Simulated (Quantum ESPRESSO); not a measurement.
# λ and ρ(T) of TiC (Fm-3m) from pw.x, ph.x and EPW

Aim: the electron–phonon coupling and the phonon-limited resistivity of TiC (Fm-3m), by Wannier interpolation to fine meshes.

Calculated with Quantum ESPRESSO 7.5; DFT PBE, scalar-relativistic, plane waves, PseudoDojo 0.4.1 norm-conserving pseudopotentials.

### 1. Starting point

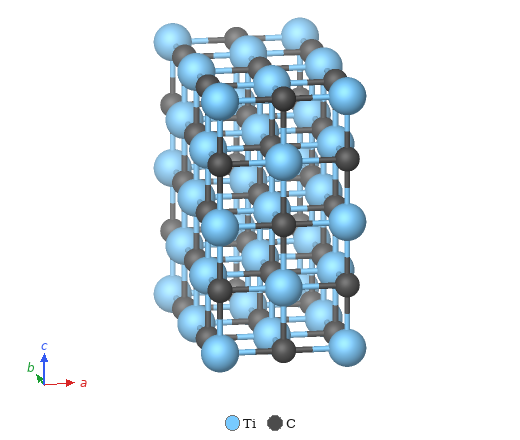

Start, viewed slightly off an axis; titanium blue, carbon dark grey. 1×2×2 cells are drawn. This picture shows the conventional cell, with its axes. Some periodic images of atoms are drawn too.

### 2. Relaxation

The cell is relaxed under the functional used for all that follows.

The input, relax.in:

```
&control
   calculation = 'vc-relax'
   prefix = 'x'
   outdir = './tmp'
   pseudo_dir = './pseudo'
   tprnfor = .true.
   tstress = .true.
   etot_conv_thr = 1.0d-05
   forc_conv_thr = 4.0d-04
/
&system
   ibrav = 0
   nat = 2
   ntyp = 2
   ecutwfc = 84.0
   occupations = 'smearing'
   smearing = 'mv'
   degauss = 0.02
/
&electrons
   conv_thr = 1.0d-11
/
&ions
/
&cell
   press_conv_thr = 0.4
/
ATOMIC_SPECIES
 Ti     47.8670  Ti.upf
 C      12.0110  C.upf
CELL_PARAMETERS angstrom
     0.000000000    2.159300000    2.159300000
     2.159300000    0.000000000    2.159300000
     2.159300000    2.159300000    0.000000000
ATOMIC_POSITIONS crystal
 Ti     0.000000000   0.000000000   0.000000000
 C      0.500000000   0.500000000   0.500000000
K_POINTS automatic
 9 9 9 0 0 0
```

Started as:

```
$ OMP_NUM_THREADS=1 mpirun -n 8 pw.x -nk 8 -in relax.in > relax.out
```

The log of the run:

```text
Program PWSCF v.7.5

     This program is part of the open-source Quantum ESPRESSO suite
     for quantum simulation of materials; please cite
         "P. Giannozzi et al., J. Phys.:Condens. Matter 21 395502 (2009);
         "P. Giannozzi et al., J. Phys.:Condens. Matter 29 465901 (2017);
         "P. Giannozzi et al., J. Chem. Phys. 152 154105 (2020);
     in publications or presentations arising from this work. More details at

     Message from routine setup:
     using ibrav=0 with symmetry is DISCOURAGED, use correct ibrav instead

     G-vector sticks info
     --------------------
     sticks:   dense  smooth     PW     G-vecs:    dense   smooth      PW
     Sum         769     769    241                14163    14163    2421

     Using Slab Decomposition

     bravais-lattice index     =            0
     lattice parameter (alat)  =       5.7707  a.u.
     unit-cell volume          =     135.8831 (a.u.)^3
     number of atoms/cell      =            2
     number of atomic types    =            2
     number of electrons       =        16.00
     number of Kohn-Sham states=           12
     kinetic-energy cutoff     =      84.0000  Ry
     charge density cutoff     =     336.0000  Ry
     scf convergence threshold =      1.0E-11
     mixing beta               =       0.7000
     number of iterations used =            8  plain     mixing
     energy convergence thresh.=      1.0E-05
     force convergence thresh. =      4.0E-04
     press convergence thresh. =      4.0E-01
     Exchange-correlation= PBE
                           (   1   4   3   4   0   0   0)
     nstep                     =           50

     celldm(1)=   5.770678  celldm(2)=   0.000000  celldm(3)=   0.000000
     celldm(4)=   0.000000  celldm(5)=   0.000000  celldm(6)=   0.000000

     crystal axes: (cart. coord. in units of alat)
               a(1) = (   0.000000   0.707107   0.707107 )
               a(2) = (   0.707107   0.000000   0.707107 )
               a(3) = (   0.707107   0.707107   0.000000 )
[...]
estimated scf accuracy    <          2.9E-09 Ry
     number of Kohn-Sham states=           12
     number of k points=    35  Marzari-Vanderbilt smearing, width (Ry)=  0.0200
     estimated scf accuracy    <       0.79604415 Ry
     estimated scf accuracy    <       3.46560445 Ry
     estimated scf accuracy    <       0.01728717 Ry
     estimated scf accuracy    <       0.00722305 Ry
     estimated scf accuracy    <       0.00197168 Ry
     estimated scf accuracy    <       0.00071648 Ry
     estimated scf accuracy    <       0.00003604 Ry
     estimated scf accuracy    <       0.00000050 Ry
     estimated scf accuracy    <       0.00000149 Ry
     estimated scf accuracy    <       0.00000001 Ry
     estimated scf accuracy    <          7.8E-09 Ry
     estimated scf accuracy    <          1.8E-09 Ry
     estimated scf accuracy    <          2.4E-10 Ry
     estimated scf accuracy    <          1.3E-10 Ry
     estimated scf accuracy    <          1.1E-11 Ry
     estimated scf accuracy    <          1.7E-11 Ry
     estimated scf accuracy    <          1.1E-12 Ry
     the Fermi energy is    14.7066 ev
!    total energy              =    -130.88157098 Ry
     estimated scf accuracy    <          1.6E-14 Ry
     convergence has been achieved in  18 iterations
          total   stress  (Ry/bohr**3)                   (kbar)     P=        0.11
   JOB DONE.
```

Wall time 37 s (8 MPI ranks of Arm Neoverse N1, shared host).

Numbers from this step:

| Property | Result |
| --- | --- |
| free energy | -1780.7345 eV |
| pressure | 0.01100 GPa |
| volume per atom | 10.17 Å³/atom |

The volume ends at 10.17 Å³ an atom, +1.0 % from the start.

### 3. Ground state

Linear response needs a tightly converged ground state.

The input, scf.in:

```
&control
   calculation = 'scf'
   prefix = 'x'
   outdir = './tmp'
   pseudo_dir = './pseudo'
   tprnfor = .true.
   tstress = .true.
/
&system
   ibrav = 0
   nat = 2
   ntyp = 2
   ecutwfc = 84.0
   occupations = 'smearing'
   smearing = 'mv'
   degauss = 0.02
/
&electrons
   conv_thr = 1.0d-12
/
ATOMIC_SPECIES
 Ti     47.8670  Ti.upf
 C      12.0110  C.upf
CELL_PARAMETERS angstrom
     0.000000000    2.166552900    2.166552900
     2.166552900    0.000000000    2.166552900
     2.166552900    2.166552900    0.000000000
ATOMIC_POSITIONS crystal
 Ti     0.000000000   0.000000000   0.000000000
 C      0.500000000   0.500000000   0.500000000
K_POINTS automatic
 9 9 9 0 0 0
```

Started as:

```
$ OMP_NUM_THREADS=1 mpirun -n 8 pw.x -nk 8 -in scf.in > scf.out
```

The log of the run:

```text
[banner, memory and clock lines left out]
[...]
estimated scf accuracy    <       0.00000221 Ry
     estimated scf accuracy    <       0.00000250 Ry
     estimated scf accuracy    <       0.00002050 Ry
     estimated scf accuracy    <       0.00016228 Ry
     estimated scf accuracy    <       0.00025670 Ry
     estimated scf accuracy    <       0.00037333 Ry
     estimated scf accuracy    <       0.00018465 Ry
     estimated scf accuracy    <       0.00068214 Ry
     estimated scf accuracy    <       0.00063677 Ry
     estimated scf accuracy    <       0.00092629 Ry
     estimated scf accuracy    <       0.00000058 Ry
     estimated scf accuracy    <       0.00000041 Ry
     estimated scf accuracy    <       0.00000023 Ry
     estimated scf accuracy    <       0.00000024 Ry
     estimated scf accuracy    <          1.8E-09 Ry
     estimated scf accuracy    <          2.4E-09 Ry
     estimated scf accuracy    <          1.8E-09 Ry
     estimated scf accuracy    <          9.3E-11 Ry
     estimated scf accuracy    <          2.7E-12 Ry
     estimated scf accuracy    <          3.2E-12 Ry
     the Fermi energy is    14.7066 ev
!    total energy              =    -130.88157098 Ry
     estimated scf accuracy    <          4.8E-13 Ry
     convergence has been achieved in  28 iterations
          total   stress  (Ry/bohr**3)                   (kbar)     P=        0.11
```

Elapsed: 13 s, on 8 MPI ranks; 100 s of CPU time.

Numbers from this step:

* Fermi energy: 14.71 eV

The Fermi level lies at 14.71 eV and the pressure is 0.011 GPa.

(Part 1 of 6 ends here.)

[The logs of pw.x and epw.x are selected lines.]

[Logs are printed without paths, hosts, clocks, repeated set-up lines and the standing remarks that a program may print on its own settings, such as how far it seeks lower states.]

[Hosts, paths, dates, database ids (printed as entryN), source tags and the programs' standing remarks are cut or masked in the printed files.]
